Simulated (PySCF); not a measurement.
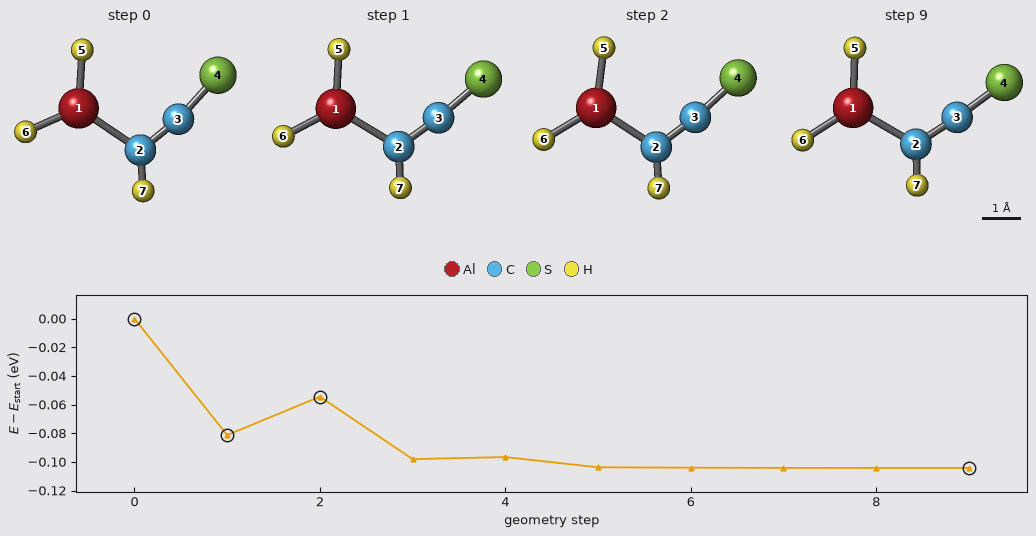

Frames of a relaxation of C₂H₃AlS, marked on the history of the run. A ball-and-stick model, seen face on.

These are results of RKS PBE0-D4/def2-TZVP, density fitting (PySCF 2.14.0), not measurements. 

**What happens along the run?**

The energy falls by 0.104 eV in 9 geometry steps. The atom that moves furthest after the best rigid fit is S4 (0.31 Å). Largest moves by element: S 0.31 Å, H 0.22 Å, C 0.16 Å, Al 0.07 Å. Some distances before and after: Al1–C2 1.981 → 1.930 Å, Al1–H6 1.539 → 1.583 Å, Al1–H5 1.546 → 1.580 Å, C3–S4 1.562 → 1.554 Å. Bond angles that change, for instance: Al1–C2–C3 107.2° → 117.1°, H5–Al1–H6 117.1° → 124.0°, Al1–C2–H7 127.9° → 122.0°. From step 0 to 1: S4 moves most (0.20 Å), energy −0.081 eV. From step 1 to 2: H5 moves most (0.17 Å), energy +0.027 eV. From step 2 to 9: S4 moves most (0.23 Å), energy −0.050 eV.

```tsv
step	E − E(0), eV
0	0.0000
1	-0.0813
2	-0.0545
3	-0.0981
4	-0.0966
5	-0.1038
6	-0.1041
7	-0.1042
8	-0.1042
9	-0.1042
```
